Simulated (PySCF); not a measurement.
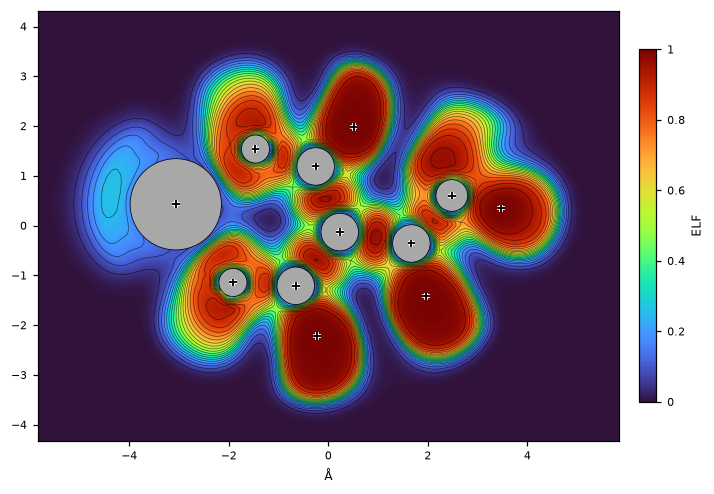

The electron localisation function on a plane through atoms (crosses mark nuclei in the plane; grey discs cover the cores).

Computed with CAM-B3LYP/def2-SVPD, SCF density, gas phase in PySCF.

Candidates:
A. C4H6GaNO2 (SMILES [H]/N=C/C1=C[O][GaH2-][O+]=C1)
B. CuH12N4 (SMILES [NH3]->[Cu+](<-[NH3])(<-[NH3])<-[NH3]) (charge +1)

Which candidate gave the map?

Answer. Candidate A: C4H6GaNO2 on the plane of atoms O5, Ga6 and O7, which holds N, C, O, Ga and H. C–O (1.26 Å): the ELF peaks at about 0.90 between the atoms (a polar covalent bond). C–N (1.26 Å): the ELF peaks at about 0.90 between the atoms (a short, multiple covalent bond).
